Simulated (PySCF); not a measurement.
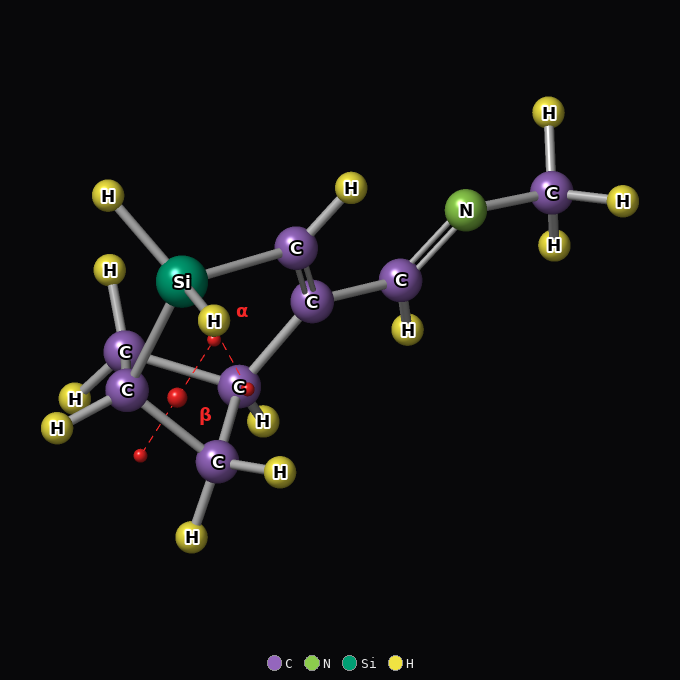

The small points mark where nucleus-independent chemical shifts (NICS) were computed: at the centre of each lettered ring and 1 Å above and below it. Computed geometry: GFN2-xTB optimisation. No frequency run is at hand to confirm it as a minimum. Method: GIAO PBE0/pcSseg-1 NMR shielding, non-relativistic, gas phase (PySCF 2.14.0).

Give NICS(0), NICS(1) and the out-of-plane component NICS(1)zz for each ring (means of the two sides).

```
ring  members  NICS(0)  NICS(1)  NICS(1)zz
   α     C5Si      1.3     −2.7        0.6
   β       C4     −0.5      0.3        0.5
```

Values in ppm.

What do the values say about the ring currents?

Answer. Ring α: weak, as in a non-aromatic ring. NICS is one index among several.

The geometry is semi-empirical. Around Si such bond lengths and angles can be off by a tenth of an ångström or more and by several degrees, and values that hang on the shape move with them.
